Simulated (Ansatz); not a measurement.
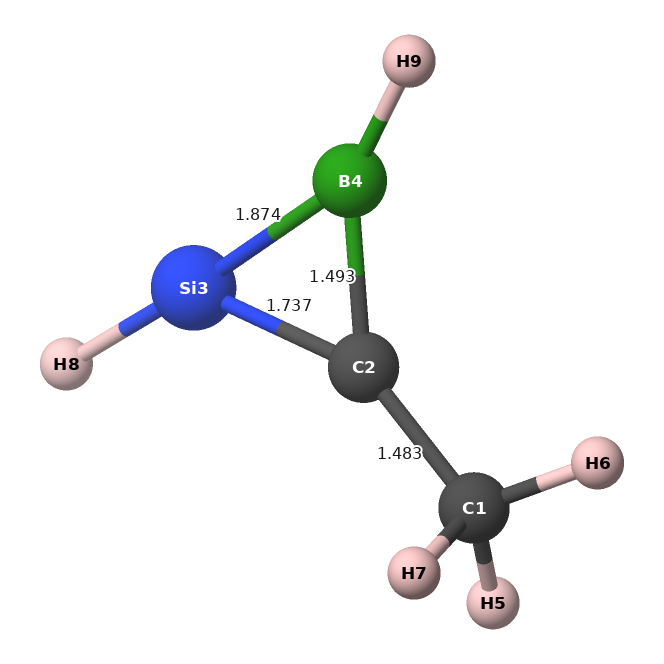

The numbers beside the sticks are distances in Å. Sticks don't show bond order. Computed geometry: PBE0-D4/def2-TZVP optimisation. No frequency run is at hand to confirm it as a minimum.

**Which of the marked bonds are single, double, triple or aromatic?**

C1–C2 single; C2–Si3 double; C2–B4 single; Si3–B4 single.

**Give the structure as SMILES.**

CC1=[SiH]B1
